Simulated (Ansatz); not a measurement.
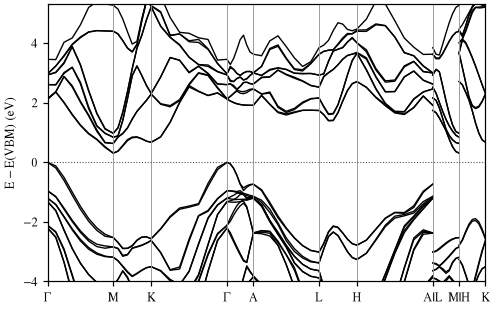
*Band structure from the program Ansatz at the PBEsol with spin–orbit coupling level (PAW)*

Question: Read off the gap and where the band edges lie.

Answer: About 0.3 eV (0.30 eV by a search for the band edges); maximum at Γ, minimum at M.

The material is BAs in space group P6_222 (No. 180; B on 3d, As on 3c).

The cell is a constructed one: a structure type filled with these elements; neither database checked (COD, Materials Project) lists it. It is not the phase usual at ambient conditions (space group No. 216). The cell was relaxed with PBEsol under the symmetry of its start; its stability against distortions is not shown here.

Potentials: the later of the program's two PAW sets.
